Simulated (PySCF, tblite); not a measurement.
**C4H8BNSi: geometry, infrared bands and NMR shifts**

Aim: predict the infrared bands and NMR shifts of C4H8BNSi (`C=CB(N)C#C[SiH3]`).

Programs: tblite 0.8.0 and PySCF 2.14.0, with density-fitted response routines of our own. Each step states its level of theory. These are calculated values for one molecule in the gas phase, unless marked as measured. Atoms count from 0, in the outputs and in this text.

### Step 1. The molecule as given

15 atoms, charge 0, multiplicity 1; geometry from: force field or distance geometry start.

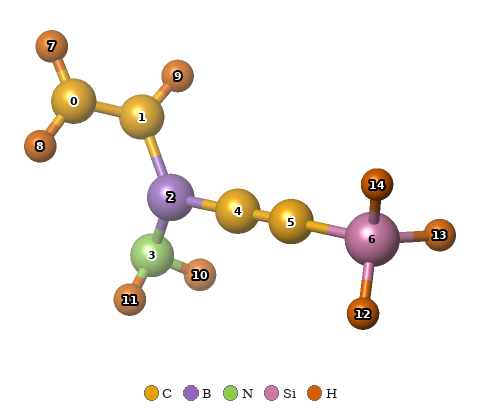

The starting geometry (carbon amber, boron purple, nitrogen green, silicon pink, hydrogen orange), atoms numbered; sticks join atoms by distance.

### Step 2. Geometry optimisation with GFN2-xTB

Job settings and geometry (Å):

```
{"job": {"kind": "relax", "xc": "GFN2-xTB", "basis": "xTB"}, "charge": 0, "multiplicity": 1}
C     -3.130800     0.414800     0.032700
C     -2.063100     0.332700    -0.745900
B     -0.858900    -0.619400    -0.337200
N     -0.963900    -2.118000    -0.576700
C      0.559200    -0.030100    -0.191500
C      1.669200     0.424800    -0.111200
Si     3.374300     1.089100     0.024400
H     -3.977500     1.066800    -0.205500
H     -3.123300    -0.207200     0.939200
H     -1.997900     0.910900    -1.643700
H     -0.215700    -2.429300    -1.253800
H     -0.741600    -2.589700     0.345200
H      4.057300     0.234600     1.022800
H      4.097000     1.026800    -1.275000
H      3.311300     2.500900     0.448800
```

Started as:

```console
> OMP_NUM_THREADS=1 python probes_run.py task.json out
```

The driver reads the jobs from task.json and runs them one after another.

**Question.** This job is followed by: GFN2-xTB harmonic vibrations, gas phase; GIAO PBE0/pcSseg-1 NMR shielding, non-relativistic, gas phase. Predict these results of the whole session: strongest single infrared mode (GFN2-xTB); zero-point energy (GFN2-xTB); ¹³C shifts against TMS (PBE0/pcSseg-1); ¹H shifts against TMS (PBE0/pcSseg-1, means over atoms taken as alike); ¹¹B shifts against BF3·OEt2 (PBE0/pcSseg-1); ¹⁵N shifts against NH3 (PBE0/pcSseg-1); ²⁹Si shifts against TMS (PBE0/pcSseg-1).

As calculated:

```
                                                              quantity                             value
                             strongest single infrared mode (GFN2-xTB)              797 cm⁻¹, 490 km/mol
                                          zero-point energy (GFN2-xTB)                     65.8 kcal/mol
                                ¹³C shifts against TMS (PBE0/pcSseg-1)    147.8, 135.8, 127.3, 109.3 ppm
¹H shifts against TMS (PBE0/pcSseg-1, means over atoms taken as alike)  6.68, 6.16, 5.99, 4.28, 4.16 ppm
                           ¹¹B shifts against BF3·OEt2 (PBE0/pcSseg-1)                          25.6 ppm
                                ¹⁵N shifts against NH3 (PBE0/pcSseg-1)                         106.9 ppm
                               ²⁹Si shifts against TMS (PBE0/pcSseg-1)                        -100.1 ppm
```

Relaxing lowered the energy by 1.324 eV in 128 steps; the close pair that moved most is B2–N3, from 1.521 to 1.388 Å. No mode is imaginary among the 39: a minimum at this level. Unscaled tight-binding wavenumbers are off by several per cent, some by more. Its intensities can rank the bands wrongly. At PBE0/pcSseg-1: The widest tensor belongs to C4: span 321 ppm, with a paramagnetic part of -202 ppm.
